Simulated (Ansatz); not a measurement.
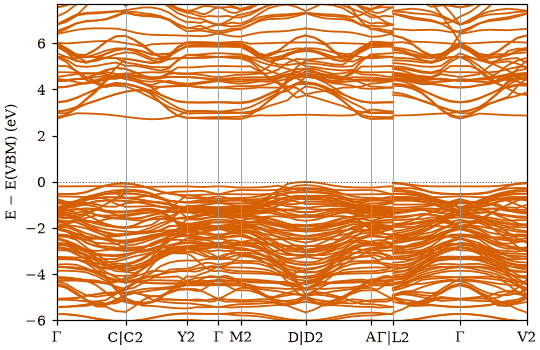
Figure. Band structure from plane-wave PAW r²SCAN (Ansatz code)

Q: Read off the gap and where the band edges lie.

A: About 2.7 eV (2.71 eV by a search for the band edges); maximum at D, minimum on the C2–Y2 line, 45 % of the way from C2.

Q: Pick the material that matches.
(A) Nb9PO25, C2 (Pearson symbol mS70)
(B) In2Si2O7, C2/m (Pearson symbol mS22)
(C) P3N5, C2/c (Pearson symbol mS32)
(D) Y2MoO6, C2/c (Pearson symbol mS72)

A: A, Nb9PO25, C2 (Pearson symbol mS70)

The first step of the workflow began from a Materials Project structure, measured or hypothetical; the Crystallography Open Database copy checked does not list it. COD files the formula under space group No. 82. Whether it is the stable phase at ambient conditions was not checked. The r²SCAN relaxation kept the symmetry of its start; whether a distortion lowers the energy is not shown. No spin polarisation was allowed. Spin–orbit coupling is left out wherever it is not named.

Potentials: the later of the program's two PAW sets.
